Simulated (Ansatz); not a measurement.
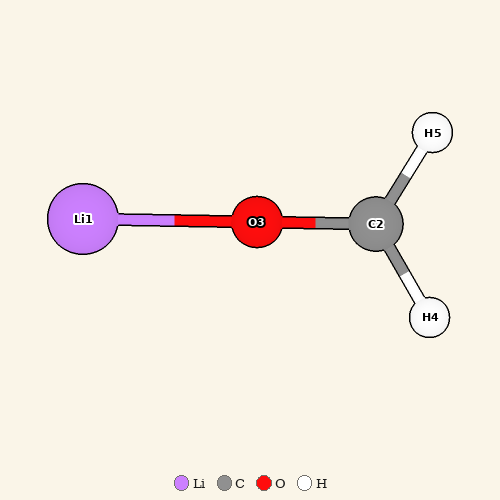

The system is CH2LiO, charge +1; the picture shows the reference structure. 
- The turn is about an axis along (0.12, 0.99, −0.04) in the frame of the relaxed pair, normal to the line between the partners.
- The first coordinate is: distance O3···Li1; the second: turn of Li1 about O3.
- The grid has 15 × 15 points.
- Points are written as (first, second).
- Energies: kJ/mol, counted from the lowest grid point.
- Level of theory: RKS BHLYP-D4/def2-TZVPD in Ansatz.

Its coordinates:

```xyz
5

Li   -0.5058   -0.0258   -2.3002
C     0.1312    0.0067    0.5967
O    -0.1273   -0.0056   -0.5784
H    -0.6554    0.1268    1.3392
H     1.1574   -0.1022    0.9428
```

Range: distance O3···Li1 from 1.481 to 4.081 Å; turn of Li1 about O3 from −60.0 to 60.0°.

**What landscape does the calculation give?**

The lowest grid point is at (1.782 Å, 0.0°). It is the only kind of minimum in the scanned range. The highest grid point, (4.081 Å, −60.0°), lies 136 kJ/mol above the lowest. Round the minimum the two coordinates are nearly uncoupled.

```tsv
turn of Li1 about O3 ↓, distance O3···Li1 →	1.481	1.546	1.651	1.782	1.931	2.096	2.275	2.466	2.669	2.882	3.104	3.336	3.576	3.825	4.081
60.0	94	66	39	26	27	37	51	64	79	93	105	115	124	131	136
51.4	82	54	29	18	20	31	45	59	74	89	101	112	120	127	133
42.9	71	45	21	11	14	26	41	55	71	86	98	109	118	125	131
34.3	62	37	15	6	11	23	39	54	69	84	96	107	116	123	129
25.7	55	31	10	3	9	22	38	53	69	83	95	106	115	122	128
17.1	50	27	7	1	8	21	38	53	68	83	95	105	114	121	127
8.6	47	25	6	0	7	21	38	53	68	83	95	105	113	121	127
0.0	46	24	5	0	7	21	38	53	68	83	95	105	113	120	126
−8.6	47	25	6	0	7	21	38	53	68	83	95	105	113	121	127
−17.1	50	27	7	1	8	21	38	53	68	83	95	105	114	121	127
−25.7	55	31	10	3	9	22	38	53	69	83	95	106	115	122	128
−34.3	62	37	15	6	11	23	39	54	69	84	96	107	116	123	129
−42.9	71	45	21	11	14	26	41	55	71	86	98	109	118	125	131
−51.4	82	54	29	18	20	31	45	59	74	89	101	112	120	127	133
−60.0	94	66	39	26	27	37	51	64	79	93	105	115	124	131	136
```

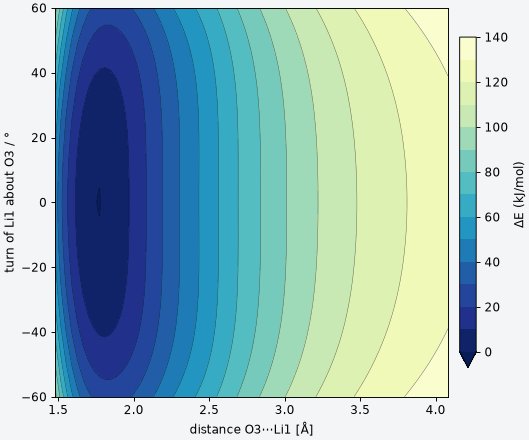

Drawn: filled contours. Between grid points the surface is interpolated.

Time for the 225 points that were run: 7.8 min on 1 thread of Arm Neoverse V2, with other jobs on the host.
